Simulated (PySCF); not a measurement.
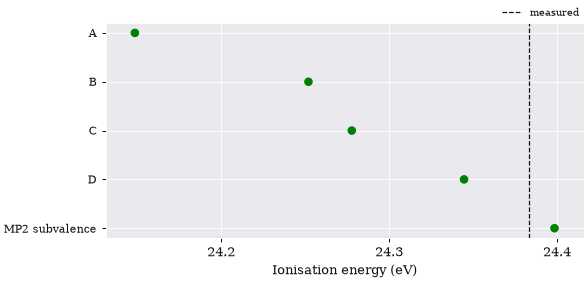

The ionisation energy of C⁺ ([He] 2s² 2p → [He] 2s²) by several methods, in rising order. PySCF, aug-cc-pCVTZ-DK, spin-free X2C-1e, unrestricted single determinants, no spin-orbit coupling. Methods marked “subvalence” freeze no core electrons. The lettered entries are CCSD subvalence, CCSD(T) subvalence, HF and SCS-MP2 subvalence in some order.

**Which letter is which method?**

A is HF (24.149 eV); B is CCSD subvalence (24.252 eV); C is CCSD(T) subvalence (24.278 eV); D is SCS-MP2 subvalence (24.345 eV). The values run from 24.149 eV (HF) to 24.398 eV (MP2 subvalence). The measured value is 24.383 eV; nearest to it come MP2 subvalence (+0.015) and SCS-MP2 subvalence (−0.039), furthest HF (−0.235 eV). These values lack spin-orbit coupling; with the first-order correction of +0.0051 eV added, MP2 subvalence comes nearest (+0.020).

Known limits: large double amplitudes.
